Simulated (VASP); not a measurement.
Band structure of MgCd (space group Cm). These are PBEsol GGA, VASP's PBE PAW potentials (set 64) (plane waves; VASP 6.6.1) values and carry that method's errors.

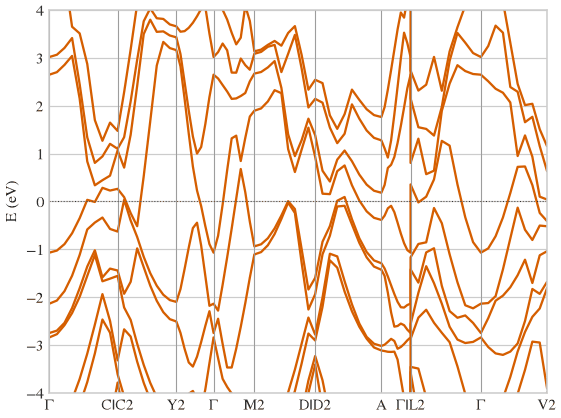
Fig. 1. Bands along high-symmetry lines, zero at the valence-band maximum or, without a gap, the Fermi level

Q: Read the plot: is there a gap, and where are the band edges?

A: It has no gap at this level: it comes out as a metal or semimetal. (Edges off the drawn lines would not show.)

The structure comes from a computed database's MgCd entry (Cm); how it stands against other phases isn't given here. It was relaxed first.
